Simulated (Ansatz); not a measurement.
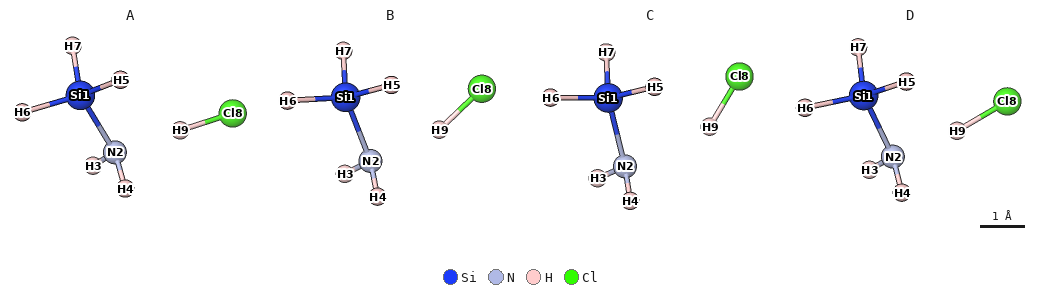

4 geometries from one relaxation of SiNH6Cl, in shuffled order. The picture is a ball-and-stick view, seen at a tilt.

The run prepares an end point of a later path (reaction) calculation, from a guessed geometry.

Method: RKS PBE0/6-31G* in Ansatz 0.2.0. Set-up: no spin polarisation; force threshold 0.03 eV/Å; at most 50 steps.

Put them in the order of the run, from the start to the converged end.

Answer. C, B, D, A. They are steps 0, 2, 4, 9, at +0.316 eV, +0.119 eV, +0.025 eV relative to the last. Over 8 accepted moves (9 points after the start) the energy falls by 0.316 eV. The largest force component goes from 0.87 to 0.012 eV/Å. The line search rejected the trial step at point 8 of the run. The atom that moves furthest after the best rigid fit is Cl8 (1.02 Å). Largest moves by element: Cl 1.02 Å, H 0.46 Å, N 0.39 Å, Si 0.22 Å. Some distances before and after: Si1–N2 1.794 → 1.772 Å, Cl8–H9 1.335 → 1.355 Å, Si1–H6 1.496 → 1.491 Å. The run took 29 s on 1 thread of Arm Neoverse V1 (shared host), peak memory 0.13 GiB.

Limits of the set-up: the start holds two separate molecules, 2.2 Å apart at their closest, whose relative position is a soft coordinate and is computed without a dispersion correction.
